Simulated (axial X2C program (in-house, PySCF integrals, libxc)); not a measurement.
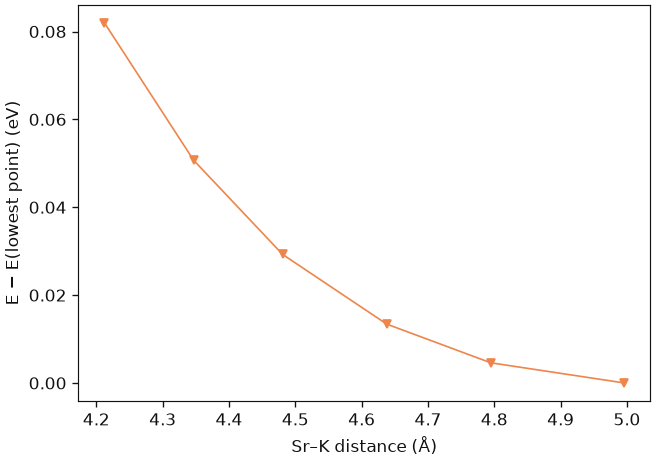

Figure 1. Energy at 6 bond lengths, for one set of occupations held fixed; the line joins the points. The lowest point is at 5.00 Å, the end of the range, so no minimum is bracketed. The lowest point lies 0.02 eV below Sr + K.

**SrK: relativistic diatomic calculation**

- system: SrK, single determinant with M_S = 1/2 and |Λ| = 0.
- method: HF, spin-free X2C-1e, Sr dyall-cv3z, K dyall-cv3z (cores contracted) (axial X2C program (in-house, PySCF integrals, libxc))

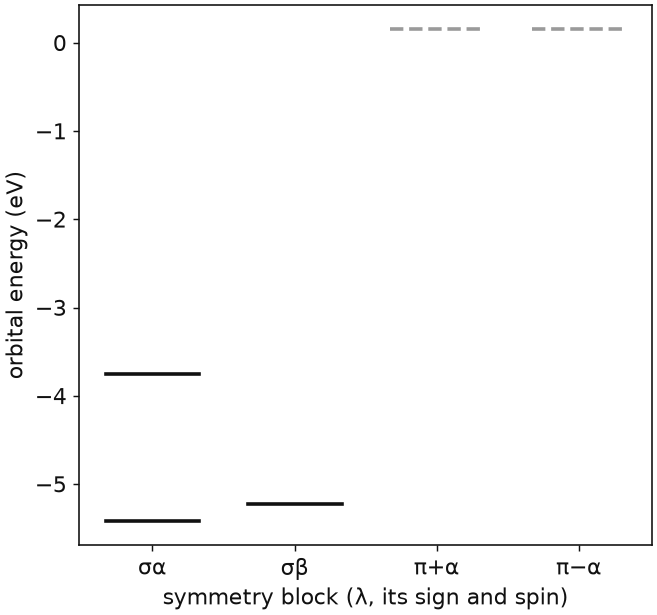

Figure 2. Orbital energies near the frontier at 4.48 Å, filled (solid) and empty (dashed); a label such as π−α means λ = −1 and α spin. The highest filled orbital (σα; 62 % K s, 28 % Sr p) lies at −3.75 eV, the lowest empty one (π+α; 58 % K p, 42 % Sr p) at 0.15 eV.

These pictures come from the run below.

Input file:
```
{"zs": [38, 19], "q": 0, "bas": ["dyall-cv3z", "dyall-cv3z"], "levels": ["PBE0", "HF", "BP86"], "cc": true, "r0": 3.81, "thr": -1.0, "nmax": 90, "npts": 10, "nst": 2, "ntry": 6}
```

The line is the task of a batch: nuclear charges, charge, bases, the levels to run, a first guess of the distance and further settings. This report covers HF without spin-orbit coupling. The log is that of the reference distance 4.481 Å.

Launched within a batch (the task file carries these settings):
```bash
python <driver script> task.json out
```

Log:
```
spin-free X2C-1e  HF
basis functions 231  fitting functions 1049  grid points 5811
iter        total energy     max residual
   1      -3778.797197043     2.57e-01
   2      -3778.817386849     3.46e-03
   3      -3778.818048454     1.08e-03
   4      -3778.818285599     9.69e-04
   5      -3778.818429629     8.98e-04
   6      -3778.818681919     7.15e-04
   7      -3778.818888259     5.30e-04
   8      -3778.819011580     3.60e-04
   9      -3778.819059888     1.78e-04
  10      -3778.819070347     1.05e-04
  11      -3778.819072171     5.46e-05
  12      -3778.819072759     2.50e-05
  13      -3778.819073006     1.16e-05
  14      -3778.819073083     7.29e-06
  15      -3778.819073117     2.98e-06
  16      -3778.819073123     1.21e-06
  17      -3778.819073124     3.89e-07
converged
one-electron -5394.09610447  Coulomb 1666.90326036  exact exchange -136.88977427  xc functional 0.00000000  nuclear repulsion 85.26354525
correlated 11  virtual 303  natural virtual 90  E(MP2) -0.254282859  MP2 remainder -0.008800585
iter   CCSD correlation   residual
   1     -0.265768383   1.42e-01
   2     -0.274536247   7.30e-02
   3     -0.274723743   3.17e-02
   4     -0.275081080   1.46e-02
   5     -0.275335332   6.53e-03
   6     -0.275378843   2.90e-03
   7     -0.275386623   1.47e-03
   8     -0.275381503   7.96e-04
   9     -0.275386867   3.97e-04
  10     -0.275389558   1.49e-04
  11     -0.275390094   6.15e-05
  12     -0.275390323   2.32e-05
  13     -0.275390397   1.11e-05
  14     -0.275390543   5.89e-06
  15     -0.275390642   3.36e-06
  16     -0.275390683   1.68e-06
  17     -0.275390700   8.56e-07
(T) -0.008043571608233721  T1 0.0541  D1 0.1305  max T2 0.124
```

The points of the curve:

| R (Å) | E (hartree) | dipole (D; origin at the first atom, positive when the second is positive) | highest filled (eV) | lowest empty (eV) |
| --- | --- | --- | --- | --- |
| 4.212 | −3778.817134 | 0.17 | −3.72 | 0.14 |
| 4.347 | −3778.818284 | 0.06 | −3.73 | 0.15 |
| 4.481 | −3778.819073 | −0.03 | −3.75 | 0.15 |
| 4.638 | −3778.819656 | −0.11 | −3.77 | 0.16 |
| 4.795 | −3778.819979 | −0.17 | −3.79 | 0.17 |
| 4.996 | −3778.820148 | −0.20 | −3.82 | 0.17 |

Summary:

- outcome: converged
- largest ⟨S²⟩ along the curve: 0.91
- hardware: 1 thread of Intel Xeon (Granite Rapids), 128 GiB of memory available, shared host
- wall time: 3.8 s

Remarks:

Hartree–Fock lacks correlation, so it usually binds too weakly. ⟨S²⟩ reaches 0.91 where a pure state of this multiplicity has 0.75, so the determinant is spin-contaminated. To bear in mind: 6 of the 10 points asked for were kept.
